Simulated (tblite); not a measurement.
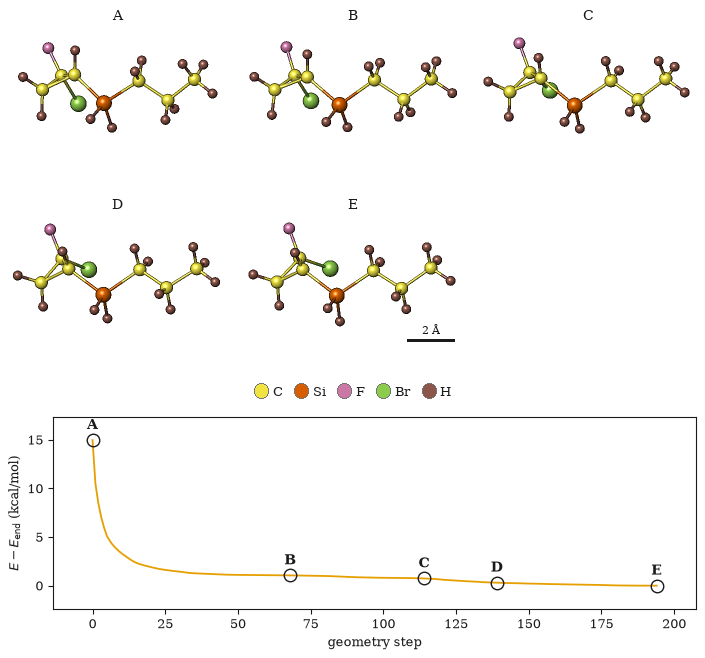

Frames of a relaxation of C6H12BrFSi, marked on the history of the run. The picture is a ball-and-stick view, seen at a tilt.

The calculation used GFN2-xTB geometry optimisation, gas phase in tblite. 

Question: What happens along the run?

Answer: The largest move after the best rigid fit is that of the Br atom, 1.28 Å. Largest moves by element: Br 1.28 Å, H 1.06 Å, F 0.71 Å, C 0.49 Å, Si 0.29 Å. Some distances before and after: C–Si 1.841 → 1.895 Å, C–H 1.128 → 1.080 Å, C–C 1.487 → 1.527 Å, C–Si 1.865 → 1.897 Å. Among the angles between lasting bonds that change: Si–C–C 112.7° → 120.5°, F–C–Br 116.4° → 109.1°, C–C–H 103.7° → 110.5°. Groups turn about C–Si by about 45°, C–Si by about 30°, C–C by about 25°. Over 194 geometry steps the energy falls by 15.0 kcal/mol. Cost: 6.5 s on 1 thread of Intel(R) Xeon(R) Processor @ 2.50GHz, on a shared host. From step 0 to 68: an H atom moves most (0.45 Å), energy −13.9 kcal/mol. From step 68 to 114: H atoms move most (0.54 Å), energy −0.32 kcal/mol. From step 114 to 139: the Br atom moves most (0.58 Å), energy −0.43 kcal/mol. From step 139 to 194: the Br atom moves most (0.33 Å), energy −0.31 kcal/mol.
